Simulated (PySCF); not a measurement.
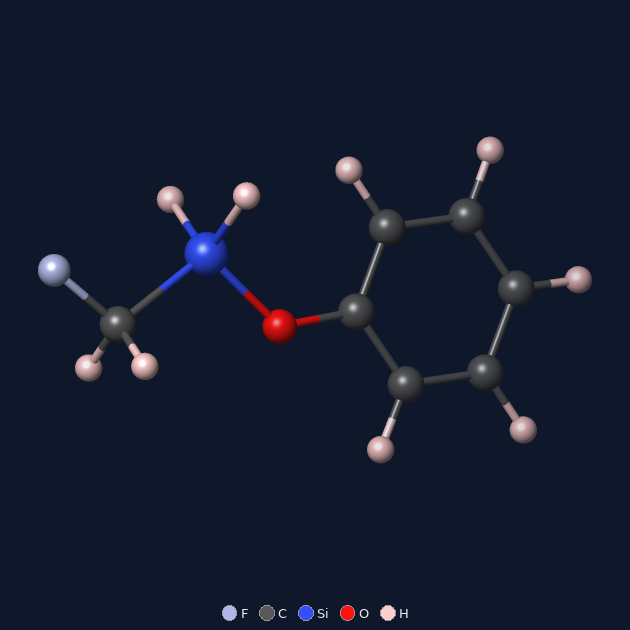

Computed geometry: PBE0-D3(BJ)/def2-SVP optimisation. No frequency run is at hand to confirm it as a minimum.

Give the structural formula.

SMILES: FC[SiH2]Oc1ccccc1

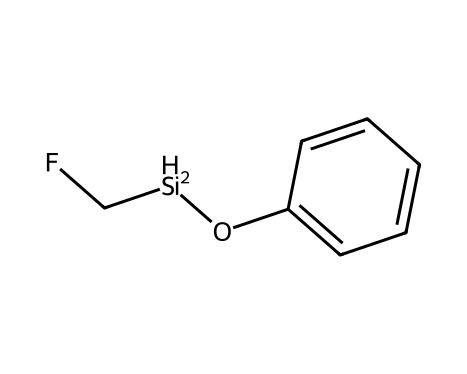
